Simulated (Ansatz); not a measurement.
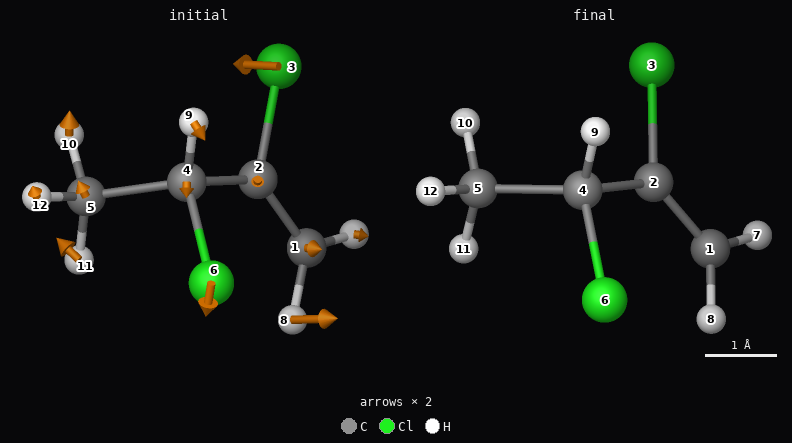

The structure of C$_{4}$H$_{6}$Cl$_{2}$ before (left) and after (right) a relaxation, at one scale. The orange arrows give the displacements, magnified 2 times.

Style: ball-and-stick. Shown at a tilt.

The run prepares an end point of a later path (hydrogen shift) calculation, from a guessed geometry.

All numbers below come from Ansatz, RKS B3LYP/STO-3G.

The input:
```yaml
crystal:
  periodic: [false, false, false]
  atoms:
    - { symbol: C, position_ang: [0.1454, -1.8655, 0.6563] }
    - { symbol: C, position_ang: [0.5047, -0.547, 0.6744] }
    - { symbol: Cl, position_ang: [2.1107, -0.2234, 1.1683] }
    - { symbol: C, position_ang: [-0.2148, 0.701, 0.3161] }
    - { symbol: C, position_ang: [-0.1321, 1.0468, -1.1709] }
    - { symbol: Cl, position_ang: [-2.0322, 0.5215, 0.699] }
    - { symbol: H, position_ang: [0.7823, -2.6342, 0.9309] }
    - { symbol: H, position_ang: [-0.8682, -2.0741, 0.3268] }
    - { symbol: H, position_ang: [0.0451, 1.5519, 0.9767] }
    - { symbol: H, position_ang: [0.9194, 1.231, -1.3833] }
    - { symbol: H, position_ang: [-0.5167, 0.2582, -1.787] }
    - { symbol: H, position_ang: [-0.6666, 1.9785, -1.3734] }
basis:
  gaussian: { orbitals: STO-3G }
hamiltonian:
  xc: b3lyp
relax:
  f_tol: 0.02
  max_steps: 50
output:
  orbitals: {}
```

Command:
```bash
ansatz run input.yaml --threads 1 --pin off --max-ram 2048MiB --backend cpu --events-out ev --progress --plain --runs-dir out
```

**What changed between the two?**

After 11 accepted moves (13 points after the start) the energy has fallen by 12.9 kcal/mol. Largest force component: 4.3 eV/Å at the start, 0.0087 eV/Å at the end. The line search rejected the trial steps at points 4, 11 of the run. The atom that moves furthest after the best rigid fit is Cl3 (0.43 Å). Largest moves by element: Cl 0.43 Å, H 0.40 Å, C 0.15 Å. Near-neighbour distances that change, for instance: C2–Cl3 1.711 → 1.819 Å, C2–C4 1.484 → 1.549 Å, C1–H7 1.035 → 1.096 Å, C4–C5 1.529 → 1.560 Å. Among the angles between lasting bonds that change: Cl6–C4–H9 100.4° → 105.4°, C1–C2–Cl3 115.7° → 120.3°, C1–C2–C4 132.9° → 128.4°.

Limits of the set-up: STO-3G is a minimal basis, so the numbers are rough.
